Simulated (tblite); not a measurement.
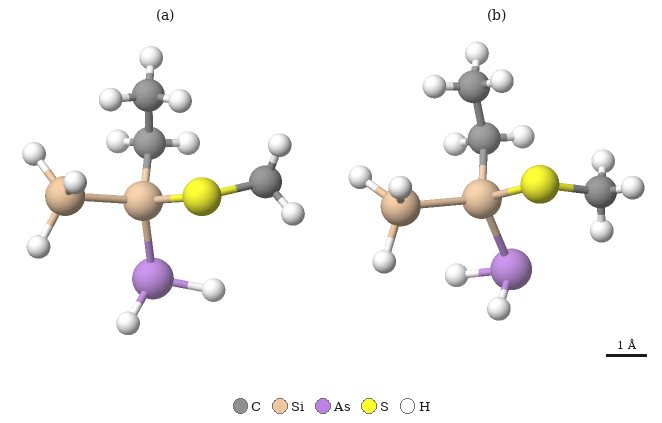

The structure of C$_{3}$H$_{13}$AsSSi$_{2}$ before (left) and after (right) a relaxation, at one scale.

The picture is a ball-and-stick view, seen face on.

These are results of GFN2-xTB geometry optimisation, gas phase in tblite, not measurements. 

Summarise the run.

Answer. After 179 geometry steps the energy has fallen by 105.6 kJ/mol. An H atom moves most after the best rigid fit: 1.91 Å. Largest moves by element: H 1.91 Å, As 0.73 Å, S 0.41 Å, Si 0.34 Å, C 0.28 Å. Some distances before and after: Si–Si 2.249 → 2.342 Å, As–H 1.568 → 1.498 Å, As–Si 2.307 → 2.375 Å, C–Si 1.865 → 1.928 Å. Bond angles that change, for instance: Si–As–H 107.4° → 89.5°, H–As–H 106.3° → 89.8°, Si–As–H 106.5° → 91.5°. Groups turn about C–S by about 55°, S–Si by about 30°. Cost: 6.8 s on 1 thread of Intel(R) Xeon(R) Processor @ 2.50GHz (shared host).
